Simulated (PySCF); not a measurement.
# Geometry relaxation of CH5ClFO4PSi

The run: geometry relaxation of CH5ClFO4PSi, SMILES C[Si](F)(Cl)OP(=O)(O)O. Method and program: PBE0-D3(BJ)/def2-SVP geometry optimisation, gas phase (PySCF 2.14.0).

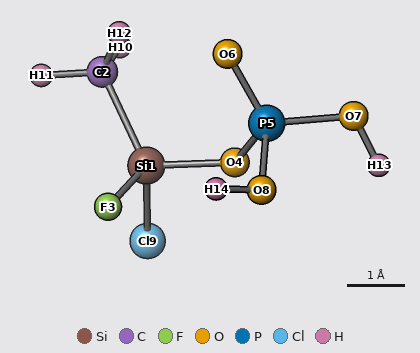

The starting structure (ball-and-stick view, seen at a tilt; atoms are numbered from 1 in the order of the input).

Input
```
{"job": {"xc": "PBE0", "basis": "def2-SVP", "d3": "d3bj", "grid": 2, "kind": "geom", "shake": 0.01}, "charge": 0, "multiplicity": 1}
Si     0.260056    -0.411810    -1.248917
C      1.145842    -1.861686    -0.518283
F      1.259673     0.845397    -1.403551
O     -0.908485     0.210497    -0.307948
P     -0.692097     0.851489     1.133309
O      0.316225     0.178346     1.929122
O     -2.127794     0.903409     1.743998
O     -0.373948     2.391403     0.800745
Cl    -0.659389    -0.616610    -2.985252
H      0.558360    -2.770470    -0.552599
H      2.081144    -2.047966    -1.021021
H      1.372226    -1.654567     0.537992
H     -2.770299     1.425806     1.195217
H      0.532010     2.542153     0.711595
```

The first line tells a small driver script what to run in PySCF; the rest is the geometry in Å.

Run on 1 CPU thread, shared host.

Launched with:
```bash
OMP_NUM_THREADS=1 python <driver script> task.json out
```

Log
```
step   0  E = -1531.64545610  max force = 0.053238
step   1  E = -1531.65595542  max force = 0.010717
step   2  E = -1531.65629404  max force = 0.001492
step   3  E = -1531.65636934  max force = 0.001164
step   4  E = -1531.65642483  max force = 0.000918
step   5  E = -1531.65647122  max force = 0.000866
step   6  E = -1531.65652505  max force = 0.000896
step   7  E = -1531.65656307  max force = 0.001098
step   8  E = -1531.65658137  max force = 0.000862
step   9  E = -1531.65658720  max force = 0.000302
optimisation converged
```

Trajectory as extended XYZ (Å, eV, eV/Å), 10 frames, from step=0 to step=9
```
14
Properties=species:S:1:pos:R:3:forces:R:3 step=0 energy=-41678.19575
Si    0.2601   -0.4118   -1.2489    1.4228  -0.3436   0.4969
C     1.1458   -1.8617   -0.5183   -0.3508   0.5702   0.2114
F     1.2597    0.8454   -1.4036    0.5861   0.1626  -0.0707
O    -0.9085    0.2105   -0.3080   -1.3566   0.0076   0.5391
P    -0.6921    0.8515    1.1333    0.3651   1.0183  -0.4564
O     0.3162    0.1784    1.9291    1.0804  -0.8430   0.9522
O    -2.1278    0.9034    1.7440   -1.9541   0.8192  -0.3700
O    -0.3740    2.3914    0.8007   -2.7376  -0.2874   0.2962
Cl   -0.6594   -0.6166   -2.9853   -0.5393  -0.4978  -1.4996
H     0.5584   -2.7705   -0.5526   -0.4222  -0.4650  -0.0989
H     2.0811   -2.0480   -1.0210    0.6555  -0.1012  -0.4896
H     1.3722   -1.6546    0.5380   -0.1157   0.2232   0.0312
H    -2.7703    1.4258    1.1952    0.7899  -0.7014   0.7542
H     0.5320    2.5421    0.7116    2.5765   0.4382  -0.2960
14
Properties=species:S:1:pos:R:3:forces:R:3 step=1 energy=-41678.48145
Si    0.2994   -0.3846   -1.2635   -0.0310  -0.1913  -0.0298
C     1.0737   -1.9064   -0.5863    0.0603   0.0208   0.0381
F     1.4071    0.7909   -1.4013   -0.0581  -0.0310  -0.0406
O    -0.8824    0.2469   -0.2677    0.0053  -0.0029   0.0217
P    -0.6575    0.9018    1.1959   -0.1441  -0.0819  -0.0252
O     0.3730    0.2264    2.0014   -0.0434   0.0024  -0.0264
O    -2.1299    0.9209    1.8085    0.5511  -0.3157   0.2425
O    -0.4086    2.4539    0.8692   -0.0254   0.0746   0.0422
Cl   -0.5813   -0.6789   -3.0888    0.0682   0.1081   0.1331
H     0.4161   -2.7845   -0.6569   -0.0714   0.0659  -0.0325
H     2.0138   -2.1334   -1.1103   -0.0088   0.0168  -0.0274
H     1.2939   -1.7170    0.4753    0.0128   0.0229   0.0495
H    -2.7612    1.4045    1.2786   -0.3673   0.2778  -0.3177
H     0.5323    2.6407    0.7583    0.0519   0.0337  -0.0276
14
Properties=species:S:1:pos:R:3:forces:R:3 step=2 energy=-41678.49067
Si    0.3067   -0.3895   -1.2611    0.0080  -0.0728  -0.0258
C     1.0612   -1.9130   -0.5774    0.0548  -0.0095   0.0509
F     1.4224    0.7767   -1.3978   -0.0119   0.0096  -0.0290
O    -0.8738    0.2517   -0.2727   -0.0174   0.0528  -0.0036
P    -0.6428    0.9077    1.1872   -0.0767  -0.0482  -0.0157
O     0.4027    0.2402    1.9788    0.0179   0.0083  -0.0002
O    -2.1067    0.8925    1.8114   -0.0055   0.0509  -0.0362
O    -0.4231    2.4691    0.8733   -0.0102  -0.0051   0.0204
Cl   -0.5688   -0.6519   -3.0888    0.0311   0.0413   0.0514
H     0.3802   -2.7722   -0.6547   -0.0295   0.0146  -0.0055
H     1.9972   -2.1539   -1.1027   -0.0176  -0.0078  -0.0104
H     1.2805   -1.7246    0.4863   -0.0030   0.0094  -0.0160
H    -2.7601    1.3708    1.2822    0.0558  -0.0426   0.0351
H     0.5125    2.6775    0.7482    0.0043  -0.0008  -0.0154
14
Properties=species:S:1:pos:R:3:forces:R:3 step=3 energy=-41678.49272
Si    0.3161   -0.3889   -1.2611    0.0364  -0.0236  -0.0039
C     1.0500   -1.9187   -0.5705    0.0203  -0.0043   0.0154
F     1.4403    0.7690   -1.3966   -0.0058   0.0127  -0.0087
O    -0.8665    0.2601   -0.2800   -0.0361   0.0468   0.0013
P    -0.6345    0.9108    1.1810    0.0057  -0.0036  -0.0125
O     0.4288    0.2554    1.9591    0.0158  -0.0089   0.0079
O    -2.0899    0.8735    1.8202   -0.0599   0.0416  -0.0338
O    -0.4398    2.4770    0.8741   -0.0043   0.0000   0.0159
Cl   -0.5518   -0.6298   -3.0923    0.0048   0.0022  -0.0019
H     0.3499   -2.7625   -0.6495   -0.0073  -0.0021   0.0085
H     1.9814   -2.1770   -1.0951   -0.0131  -0.0154  -0.0045
H     1.2685   -1.7292    0.4929    0.0016   0.0050  -0.0144
H    -2.7549    1.3424    1.2969    0.0505  -0.0414   0.0413
H     0.4907    2.6990    0.7332   -0.0087  -0.0088  -0.0105
14
Properties=species:S:1:pos:R:3:forces:R:3 step=4 energy=-41678.49423
Si    0.3266   -0.3853   -1.2659    0.0439   0.0037   0.0235
C     1.0353   -1.9211   -0.5614   -0.0121   0.0100  -0.0264
F     1.4604    0.7625   -1.4069   -0.0089   0.0029   0.0145
O    -0.8572    0.2778   -0.2931   -0.0179   0.0412  -0.0167
P    -0.6229    0.9135    1.1732    0.0375   0.0037   0.0001
O     0.4577    0.2636    1.9323    0.0074  -0.0013   0.0090
O    -2.0700    0.8468    1.8265   -0.0472   0.0095   0.0048
O    -0.4558    2.4867    0.8858    0.0000  -0.0075   0.0123
Cl   -0.5356   -0.6150   -3.0991   -0.0160  -0.0254  -0.0402
H     0.3124   -2.7467   -0.6301    0.0068  -0.0069   0.0182
H     1.9572   -2.2082   -1.0871   -0.0043  -0.0148  -0.0036
H     1.2598   -1.7229    0.4986    0.0084   0.0004  -0.0010
H    -2.7476    1.3070    1.3139    0.0090  -0.0118   0.0131
H     0.4680    2.7225    0.7256   -0.0065  -0.0040  -0.0075
14
Properties=species:S:1:pos:R:3:forces:R:3 step=5 energy=-41678.49549
Si    0.3351   -0.3808   -1.2737    0.0209   0.0179   0.0354
C     1.0223   -1.9198   -0.5544   -0.0220   0.0150  -0.0395
F     1.4774    0.7570   -1.4239   -0.0099  -0.0056   0.0251
O    -0.8473    0.3000   -0.3081    0.0102   0.0272  -0.0236
P    -0.6124    0.9148    1.1669    0.0378   0.0067   0.0113
O     0.4808    0.2657    1.9090   -0.0054   0.0012   0.0033
O    -2.0537    0.8212    1.8301   -0.0152  -0.0170   0.0203
O    -0.4670    2.4942    0.9054    0.0028  -0.0055   0.0036
Cl   -0.5259   -0.6131   -3.1070   -0.0213  -0.0320  -0.0445
H     0.2784   -2.7285   -0.6022    0.0101  -0.0058   0.0203
H     1.9305   -2.2385   -1.0853    0.0004  -0.0075  -0.0052
H     1.2611   -1.7092    0.4998    0.0125  -0.0041   0.0057
H    -2.7416    1.2762    1.3280   -0.0163   0.0088  -0.0083
H     0.4506    2.7419    0.7280   -0.0047   0.0007  -0.0039
14
Properties=species:S:1:pos:R:3:forces:R:3 step=6 energy=-41678.49695
Si    0.3425   -0.3752   -1.2845   -0.0277   0.0245   0.0311
C     1.0091   -1.9156   -0.5490   -0.0164   0.0125  -0.0268
F     1.4947    0.7492   -1.4513   -0.0035  -0.0097   0.0241
O    -0.8329    0.3323   -0.3260    0.0461   0.0031  -0.0297
P    -0.6007    0.9162    1.1621    0.0158  -0.0046   0.0190
O     0.5016    0.2628    1.8875   -0.0150   0.0077  -0.0057
O    -2.0386    0.7913    1.8288    0.0219  -0.0278   0.0270
O    -0.4757    2.5025    0.9371    0.0023  -0.0029  -0.0060
Cl   -0.5255   -0.6226   -3.1139   -0.0132  -0.0232  -0.0242
H     0.2419   -2.7038   -0.5587    0.0075  -0.0012   0.0156
H     1.8938   -2.2742   -1.0939    0.0023   0.0031  -0.0094
H     1.2785   -1.6887    0.4944    0.0125  -0.0081   0.0063
H    -2.7351    1.2432    1.3369   -0.0308   0.0220  -0.0225
H     0.4345    2.7638    0.7429   -0.0016   0.0047   0.0010
14
Properties=species:S:1:pos:R:3:forces:R:3 step=7 energy=-41678.49799
Si    0.3451   -0.3723   -1.2912   -0.0565   0.0207   0.0152
C     1.0034   -1.9128   -0.5491   -0.0043   0.0057   0.0000
F     1.5048    0.7411   -1.4725    0.0047  -0.0063   0.0110
O    -0.8202    0.3568   -0.3357    0.0523  -0.0169  -0.0217
P    -0.5942    0.9181    1.1623   -0.0045  -0.0096   0.0170
O     0.5100    0.2604    1.8808   -0.0140   0.0055  -0.0123
O    -2.0328    0.7741    1.8249    0.0285  -0.0194   0.0140
O    -0.4803    2.5082    0.9625   -0.0003   0.0029  -0.0115
Cl   -0.5348   -0.6361   -3.1145    0.0008  -0.0063   0.0021
H     0.2226   -2.6871   -0.5233    0.0022   0.0020   0.0069
H     1.8654   -2.2972   -1.1126    0.0007   0.0081  -0.0106
H     1.3058   -1.6769    0.4833    0.0087  -0.0067   0.0015
H    -2.7323    1.2258    1.3364   -0.0191   0.0159  -0.0159
H     0.4257    2.7790    0.7613    0.0006   0.0044   0.0043
14
Properties=species:S:1:pos:R:3:forces:R:3 step=8 energy=-41678.49849
Si    0.3439   -0.3712   -1.2939   -0.0443   0.0085   0.0005
C     1.0027   -1.9108   -0.5513    0.0039  -0.0011   0.0144
F     1.5085    0.7349   -1.4853    0.0071  -0.0002  -0.0018
O    -0.8122    0.3702   -0.3388    0.0272  -0.0174  -0.0108
P    -0.5918    0.9193    1.1645   -0.0106  -0.0088   0.0075
O     0.5113    0.2581    1.8807   -0.0043   0.0042  -0.0070
O    -2.0322    0.7661    1.8217    0.0155  -0.0035   0.0005
O    -0.4824    2.5113    0.9771   -0.0033   0.0019  -0.0095
Cl   -0.5462   -0.6461   -3.1115    0.0080   0.0049   0.0136
H     0.2168   -2.6786   -0.5011   -0.0006   0.0018   0.0002
H     1.8482   -2.3065   -1.1320   -0.0012   0.0050  -0.0076
H     1.3310   -1.6721    0.4726    0.0038  -0.0013  -0.0037
H    -2.7313    1.2192    1.3331   -0.0030   0.0042  -0.0022
H     0.4220    2.7872    0.7764    0.0017   0.0017   0.0057
14
Properties=species:S:1:pos:R:3:forces:R:3 step=9 energy=-41678.49864
Si    0.3420   -0.3711   -1.2943   -0.0155   0.0005  -0.0066
C     1.0041   -1.9103   -0.5535    0.0036  -0.0019   0.0105
F     1.5086    0.7322   -1.4905    0.0027   0.0012  -0.0043
O    -0.8096    0.3731   -0.3382    0.0037  -0.0091   0.0012
P    -0.5916    0.9196    1.1663   -0.0085  -0.0014   0.0025
O     0.5116    0.2586    1.8823    0.0029   0.0007  -0.0025
O    -2.0324    0.7636    1.8216    0.0015   0.0012  -0.0053
O    -0.4845    2.5120    0.9815   -0.0015   0.0011  -0.0086
Cl   -0.5530   -0.6489   -3.1089    0.0057   0.0057   0.0096
H     0.2176   -2.6766   -0.4934   -0.0006   0.0009  -0.0011
H     1.8421   -2.3076   -1.1440   -0.0016   0.0010  -0.0033
H     1.3446   -1.6714    0.4662    0.0018   0.0019  -0.0032
H    -2.7311    1.2174    1.3327    0.0047  -0.0023   0.0054
H     0.4200    2.7904    0.7845    0.0011   0.0005   0.0057
```

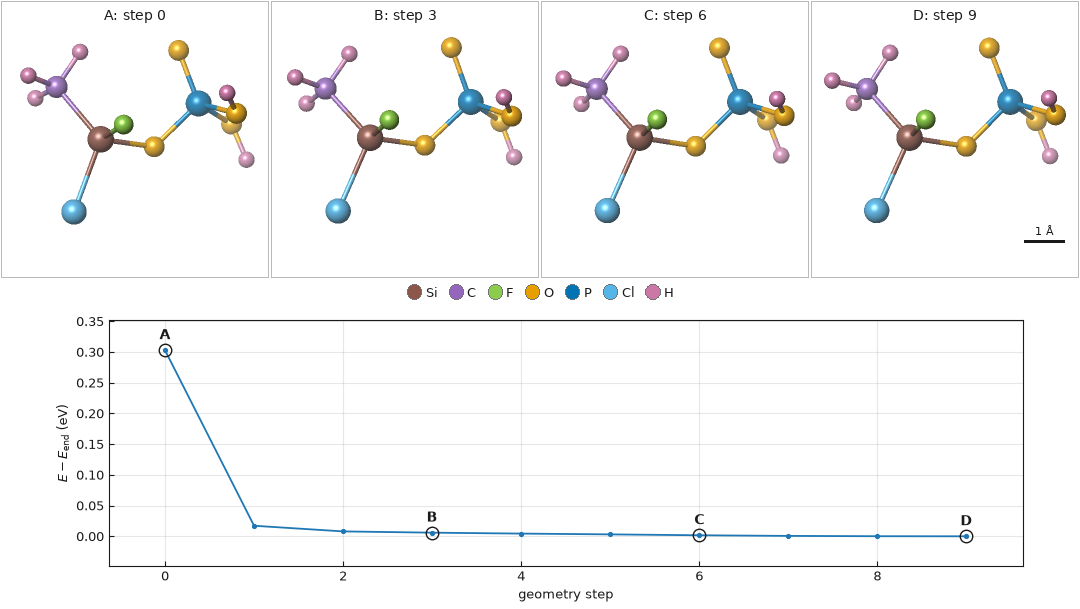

Frames of the relaxation (ball-and-stick view, seen at a tilt) above the curves, on which the letters mark them (steps are counted from 0).

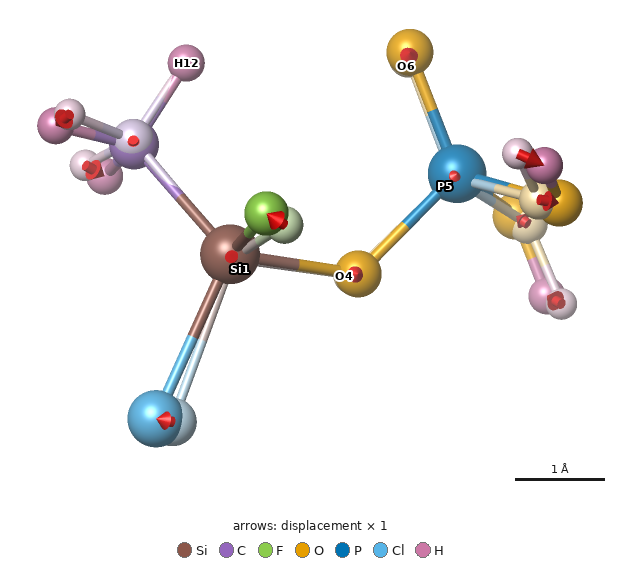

Start (faint) and end (solid) with the displacements as red arrows, at true length (ball-and-stick view, seen at a tilt). The two geometries are laid on each other by the best rigid fit. Over 9 geometry steps the energy falls by 0.303 eV. Largest force component: 2.7 eV/Å at the start, 0.015 eV/Å at the end. H14 moves most after the best rigid fit: 0.33 Å. By element the largest moves are H 0.33 Å, F 0.28 Å, O 0.26 Å, Cl 0.22 Å, Si 0.12 Å, P 0.09 Å. Among the contacts that change: Si1–Cl9 1.975 → 2.042 Å, Si1–O4 1.624 → 1.672 Å, O8–H14 0.923 → 0.967 Å, P5–O7 1.561 → 1.590 Å. Among the angles that change: C2–Si1–Cl9 119.3° → 113.8°, F3–Si1–O4 101.7° → 105.2°, O4–Si1–Cl9 102.4° → 105.5°. (Atoms are counted from 1 in the order of the input.)

Summary

```tsv
quantity	value
outcome	converged
total energy	−1531.656587 hartree
dipole moment	1.53 D
point group	C1
wall time	2 min
peak memory	0.84 GiB
```
